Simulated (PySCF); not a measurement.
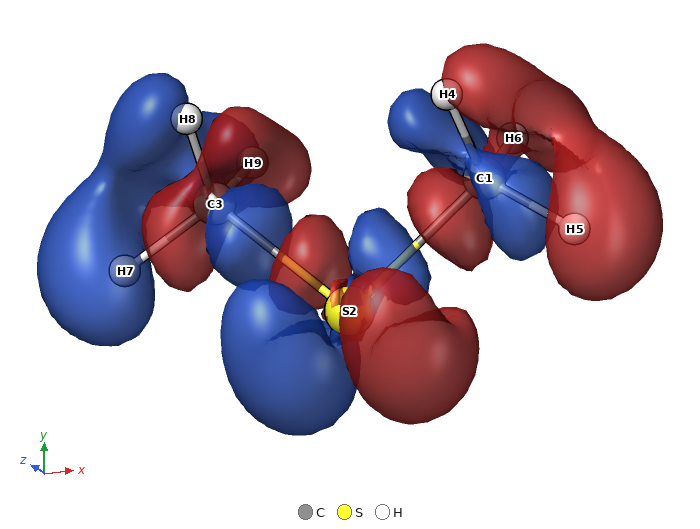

Figure 1: C$_{2}$H$_{6}$S, SMILES `CSC`. Change of the electron density in a uniform field of 0.21 V/Å, surfaces at ±0.002 e/Å³ (red: gain, blue: loss).

Method: PBE/def2-TZVP; geometry: GFN2-xTB; program: PySCF. No frequency check shows the geometry to be a minimum. A basis without diffuse functions makes polarisabilities too small. GFN2-xTB bond lengths at metals and heavier atoms can be off by up to 0.1 Å and shapes distorted, which carries into these values.

The field was applied in both directions; the picture shows the one opposite to the script's first.

**Along which Cartesian direction does the field point?**

Along −x: electrons gather on the +x side, against the field.

**What dipole is induced, and what polarisability does it imply?**

The induced dipole is 0.55 D (along the field); α along this axis, from the fields in both directions, is 54 bohr³ (8.1 Å³).
